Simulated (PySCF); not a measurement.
## C3H8O2SSi: NMR shielding calculation

The run: NMR shielding calculation of C3H8O2SSi. Method and program: GIAO PBE0/pcSseg-1 NMR shielding, non-relativistic, gas phase (PySCF 2.14.0).

The geometry comes from this level: GFN2-xTB. Figures and captions count atoms from 1; the log counts them from 0 in places.

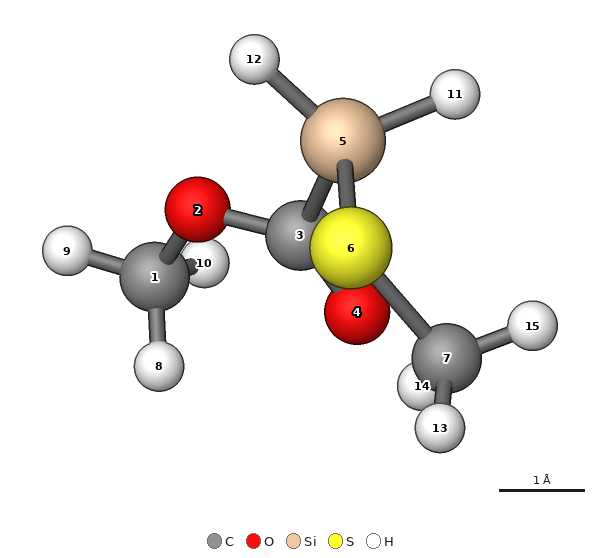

*The structure (ball-and-stick view, seen at a tilt; atoms are numbered from 1 in the order of the input).*

Bond lengths as drawn: C–H 1.08 to 1.09 Å, C–O 1.21 to 1.42 Å, C–S 1.83 Å, C–Si 1.92 Å, H–Si 1.45 to 1.46 Å and S–Si 2.14 Å.

## Results in brief

- outcome: converged
- total energy: −956.669551 hartree
- HOMO: −6.86 eV
- LUMO: −0.83 eV
- dipole moment: 1.67 D
- isotropic shielding, C: −0.1 to 174.2 ppm
- isotropic shielding, O: −166.2 to 112.0 ppm
- isotropic shielding, Si: 396.5 ppm
- isotropic shielding, S: 722.7 ppm
- isotropic shielding, H: 26.9 to 29.8 ppm
- hardware: 1 CPU thread, shared host
- wall time: 21 s
- peak memory: 0.84 GiB

## Input file
```
{"job": {"kind": "nmr", "xc": "PBE0", "basis": "pcSseg-1"}, "charge": 0, "multiplicity": 1}
C      2.483085     1.270608     0.789336
O      1.597256     0.183860     1.041698
C      0.742132    -0.136360     0.070961
O      0.689427     0.443068    -0.988940
Si    -0.416988    -1.568197     0.599065
S     -2.383360    -0.735634     0.734143
C     -2.555825     0.023416    -0.918776
H      1.917648     2.149462     0.473571
H      3.009600     1.462574     1.720088
H      3.186006     1.001668    -0.001469
H     -0.383728    -2.586570    -0.447353
H     -0.087012    -2.012248     1.937693
H     -3.413182     0.685478    -0.868948
H     -1.660309     0.583895    -1.165182
H     -2.729163    -0.757030    -1.652489
```

The first line tells a small driver script what to run in PySCF; the rest is the geometry in Å.

Run as:
```bash
OMP_NUM_THREADS=1 python <driver script> task.json out
```

## What the program printed
```
coarse grid: 13640 points
cycle   1  E = -956.4712416593  dE =  8.191e-01  |g| = 8.375e-01  |ddm| = 3.449e+00
cycle   2  E = -956.1172552429  dE =  3.540e-01  |g| = 1.595e+00  |ddm| = 1.551e+00
cycle   3  E = -956.5910113273  dE = -4.738e-01  |g| = 2.766e-01  |ddm| = 1.148e+00
cycle   4  E = -956.6040884157  dE = -1.308e-02  |g| = 9.822e-02  |ddm| = 2.267e-01
cycle   5  E = -956.6057021823  dE = -1.614e-03  |g| = 1.579e-02  |ddm| = 5.743e-02
cycle   6  E = -956.6057551648  dE = -5.298e-05  |g| = 4.742e-03  |ddm| = 1.960e-02
cycle   7  E = -956.6057602110  dE = -5.046e-06  |g| = 1.063e-03  |ddm| = 5.848e-03
final grid: 122688 points
cycle   8  E = -956.6695158461  dE = -1.312e-05  |g| = 1.354e-02  |ddm| = 2.302e-02
cycle   9  E = -956.6694722097  dE =  4.364e-05  |g| = 2.046e-02  |ddm| = 1.920e-02
cycle  10  E = -956.6695495045  dE = -7.729e-05  |g| = 2.635e-03  |ddm| = 1.198e-02
cycle  11  E = -956.6695507603  dE = -1.256e-06  |g| = 4.599e-04  |ddm| = 1.664e-03
cycle  12  E = -956.6695507983  dE = -3.794e-08  |g| = 1.384e-04  |ddm| = 3.865e-04
cycle  13  E = -956.6695508021  dE = -3.875e-09  |g| = 3.174e-05  |ddm| = 1.207e-04
cycle  14  E = -956.6695508024  dE = -2.510e-10  |g| = 9.678e-06  |ddm| = 4.141e-05
```

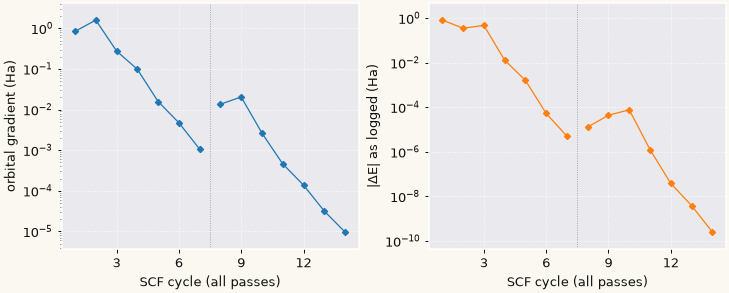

*Convergence of the self-consistent field: orbital gradient and size of the energy change against the SCF cycle. The dotted line marks the change from a coarse to the final integration grid.*

The first 7 cycles use a coarse grid, the final grid takes over at cycle 8, and the field converges after 14 cycles in all.

```
converged SCF energy = -956.6695508024

GIAO shielding tensors (ppm)
atom      isotropic    diamagn.    paramagn.     s11        s22        s33       span
  0 C      134.431     244.370    -109.939    102.750    122.684    177.859     75.109
  1 O      111.969     400.901    -288.932    -92.157    205.774    222.290    314.447
  2 C       -0.129     257.041    -257.171    -94.219     20.349     73.482    167.701
  3 O     -166.201     403.610    -569.811   -529.154   -252.057    282.609    811.763
  4 Si     396.459     879.933    -483.474    376.218    393.582    419.578     43.360
  5 S      722.711    1058.047    -335.335    630.605    651.714    885.815    255.210
  6 C      174.162     251.991     -77.829    164.132    166.793    191.562     27.430
  7 H       27.502      29.609      -2.107     23.641     26.028     32.838      9.197
  8 H       27.972      27.685       0.287     24.268     26.488     33.160      8.892
  9 H       27.930      28.289      -0.359     24.048     25.689     34.053     10.005
 10 H       26.903      28.878      -1.974     23.334     24.944     32.432      9.098
 11 H       26.982      28.878      -1.896     23.192     25.347     32.407      9.215
 12 H       29.813      29.486       0.327     23.997     27.039     38.403     14.406
 13 H       28.794      32.565      -3.771     21.354     28.987     36.041     14.688
 14 H       29.638      29.957      -0.319     24.159     27.000     37.755     13.597
```

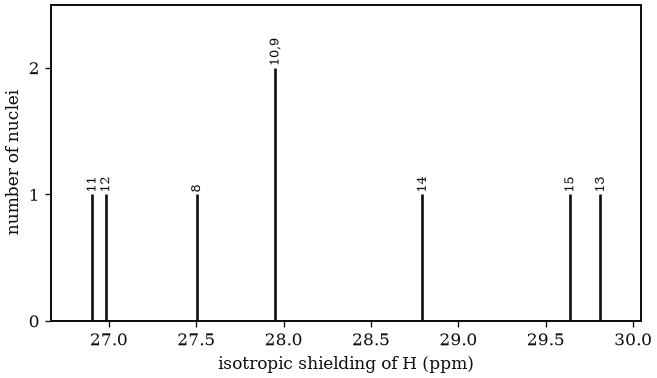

*Isotropic shieldings of the hydrogen nuclei in this fixed geometry, labelled by atom number; shielding grows to the right, so chemical shift grows to the left.*

The least shielded is H11 (26.9 ppm), the most shielded H13 (29.8 ppm).

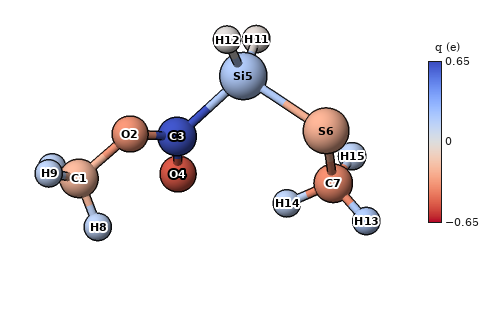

*ESP-fitted charges, as the colour of each atom (ball-and-stick view, seen at a tilt; atoms are numbered from 1 in the order of the input).*

By element: C −0.36 to +0.62, O −0.51 to −0.34, Si +0.19, S −0.24 and H −0.03 to +0.19 e.
